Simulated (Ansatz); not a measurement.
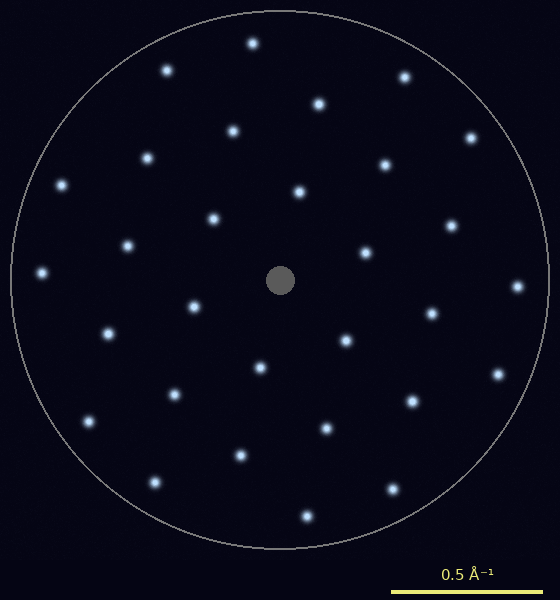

Simulated LEED pattern at 180 eV and normal incidence, from the upper face of a slab model. Spot positions follow from the surface net; brightness is a rough single-scattering estimate from the outer layers, good only for telling present from absent.

What surface net do the spots show?

The spots form a hexagonal reciprocal net with shortest vectors 0.299 and 0.299 Å⁻¹ at 60.0°. The primitive real-space mesh has edges 3.86 and 3.86 Å at 60.0° (or its supplement) and area 12.9 Å².

The slab has composition TlAuS (3 atoms a cell, 3.2 Å thick). Structure: the input geometry of an electronic-structure calculation (not necessarily at equilibrium); the starting structure was generated, so it need not be a known form of this composition.
